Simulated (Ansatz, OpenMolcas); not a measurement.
# C2H5NSi (SMILES C[SiH2]C#N): the vertical energy of the triplet above the singlet, rung by rung

C2H5NSi has 9 atoms, charge 0, and is taken as a singlet. As SMILES, `C[SiH2]C#N`. The shape is that of a PBE0-D4/def2-TZVP optimisation.

Each level gives the vertical energy of the triplet above the singlet (eV). The values are calculated.

```
                                  level                    kind     program  value (eV)  less CCSD(T)/cc-pVDZ  CPU time (all runs)
                             HF/cc-pVDZ            Hartree–Fock  OpenMolcas        5.19                 -1.33                 40 s
                          SVWN5/cc-pVDZ                     LDA      Ansatz        6.39                 -0.13                6.8 s
                            PBE/cc-pVDZ                     GGA      Ansatz        6.20                 -0.32                 20 s
                         r2SCAN/cc-pVDZ                meta-GGA  OpenMolcas        6.05                 -0.47                4 min
                          B3LYP/cc-pVDZ           global hybrid      Ansatz        6.22                 -0.30                 13 s
                      CAM-B3LYP/cc-pVDZ  range-separated hybrid      Ansatz        6.25                 -0.27                 28 s
                         B2PLYP/cc-pVDZ           double hybrid      Ansatz        6.54                 +0.02                 33 s
                            MP2/cc-pVDZ     perturbation theory      Ansatz        7.09                 +0.57                 18 s
CCSD(T)/cc-pVDZ, open shells restricted   coupled cluster or CI  OpenMolcas        6.52                  0.00              2.6 min
```

Differences are taken from CCSD(T)/cc-pVDZ, open shells restricted for orientation; it has basis-set and higher-order errors of its own. The values span 5.19 to 7.09 eV. CPU times are rough (shared hosts, several kinds of processor and program).

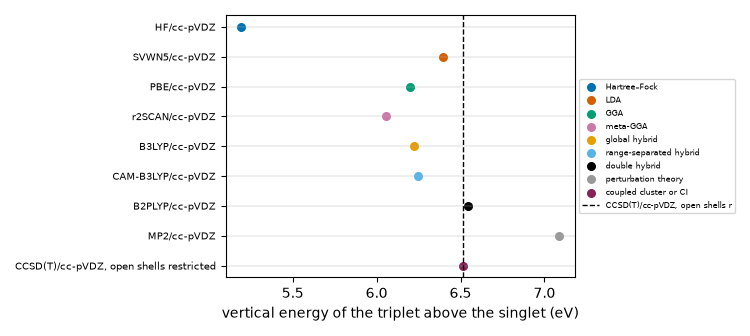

The values of the table, level by level.
